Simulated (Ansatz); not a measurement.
System: AlBClFH₂O···HF.

Input

```
crystal:
  periodic: [false, false, false]
  atoms:
    - { symbol: B, position_ang: [-0.157916, -0.280711, -0.446137] }
    - { symbol: F, position_ang: [-0.034542, -0.314881, 2.070731] }
    - { symbol: F, position_ang: [0.876698, 0.534394, -0.499277] }
    - { symbol: Cl, position_ang: [-1.773064, 0.384949, -0.734519] }
    - { symbol: O, position_ang: [0.03642, -1.627706, -0.278116] }
    - { symbol: Al, position_ang: [-0.961604, -3.015827, -0.568642] }
    - { symbol: H, position_ang: [-0.827449, -4.153727, 0.527917] }
    - { symbol: H, position_ang: [-1.784187, -3.069258, -1.920998] }
    - { symbol: H, position_ang: [0.497645, -1.027732, 1.794842] }
basis:
  gaussian: { orbitals: "6-31G*" }
hamiltonian:
  xc: pbe0
  dispersion: d4
relax:
  f_tol: 0.03
  max_steps: 50
output:
  orbitals: {}
```

Launched as:

```sh
ansatz run input.yaml --threads 2 --pin off --max-ram 3072MiB --backend cpu --events-out ev --progress --plain --runs-dir out
```

The fields are those of the run's last geometry, not of the input's.

Method: RKS PBE0-D4/6-31G* in Ansatz 0.2.0.

**What will maps of the electron density and electron localisation function show?**

B–F (1.31 Å): ρ is about 2.3 e/Å³ halfway; the ELF peaks at about 0.85 between the atoms: a shared but strongly polarised pair.
B–O (1.32 Å): ρ at the midpoint is about 2.3 e/Å³; the ELF peaks at about 0.85 between the atoms: a polar covalent bond.
Al–O (1.82 Å): the density is about 0.67 e/Å³ at the midpoint; the ELF peaks at about 0.85 in the valence shell of O, 0.6 Å from its nucleus, and is about 0.50 at the midpoint.
B–Cl (1.85 Å): the density is about 1.1 e/Å³ at the midpoint, with its minimum of 0.84 e/Å³ about 0.6 Å from B; the ELF peaks at about 0.90 between the atoms (a shared but strongly polarised pair).

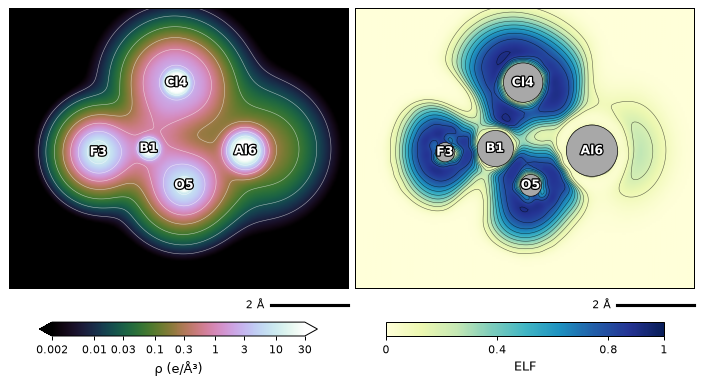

Computed electron density and electron localisation function on the plane of atoms B1, Al6 and O5, in this order. Grey discs cover the atomic cores in the ELF map. 
